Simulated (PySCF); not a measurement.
## Electronic structure of C$_{5}$H$_{5}$N$_{2}$Si (doublet) in real space

```xyz
13

N    -3.6938   -0.3219    0.8097
C    -2.7618    0.2327    0.4423
Si   -1.2471    1.1491   -0.1560
C    -0.0339   -0.2155   -0.3820
C     0.5749   -1.3805    0.2488
C     1.4128   -0.4370   -0.6012
C     2.3221    0.4461    0.0414
N     3.0344    1.1653    0.5765
H    -0.9173    2.1484    0.8659
H    -1.5464    1.7498   -1.4565
H     0.3784   -2.3644   -0.1598
H     0.7138   -1.3890    1.3245
H     1.7595   -0.7825   -1.5713
```

Geometry: GFN2-xTB.

All numbers below come from UKS B3LYP, pcH-1 on C H N Si, non-relativistic, mean-field spin-orbit, GIAO (PySCF 2.14.0, density-fitted response routines).

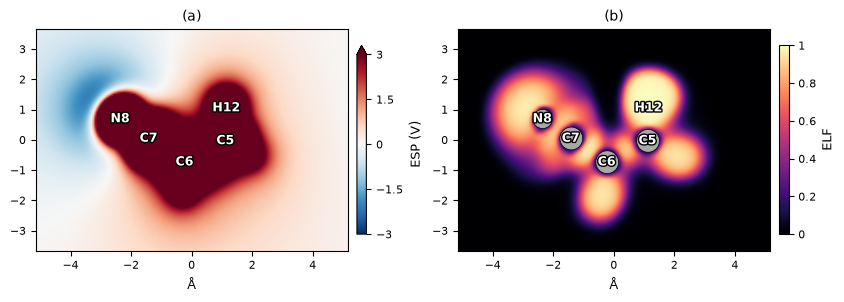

Figure 1. (a) electrostatic potential; (b) ELF on the plane of atoms C5, C6 and C7. Grey discs cover the atomic cores in the ELF map.

**Read the bonding off the picture.**

- Atoms in the plane: C, N and H.
- C–N (1.14 Å): the ELF peaks at about 0.85 between the atoms: a short, multiple covalent bond.
- C–C (1.42 Å): the ELF peaks at about 0.95 between the atoms: localised, covalent bonding.
- C–H (1.08 Å): the ELF climbs to about 1 towards the hydrogen, as it does in any bond to H (an ordinary covalent bond to hydrogen).
- C–C (1.52 Å): the ELF peaks at about 0.85 between the atoms (a covalent bond).
- The ELF also peaks beside N8, away from the bonds: non-bonding electrons, paired or unpaired.
- Outside the dense part of the molecule the potential is most negative (−2.0 V) near N8.

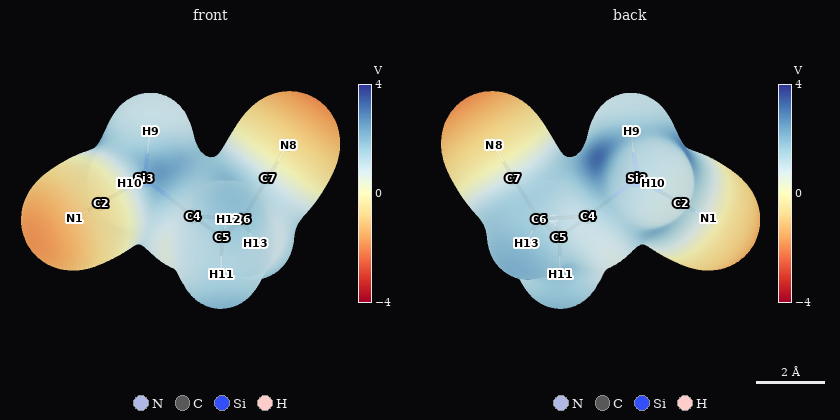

Figure 2. The molecular electrostatic potential painted on the density surface at 0.004 e/bohr³, seen from the front and from behind; the colour scale runs from red (negative) to blue (positive).

**Which sites attract a positive test charge, and which a negative one?**

A positive charge is drawn to the negative regions and a negative charge to the positive ones. The most negative region (about −1.9 V) lies over N1 and N8, the most positive (about +3.1 V) over Si3.
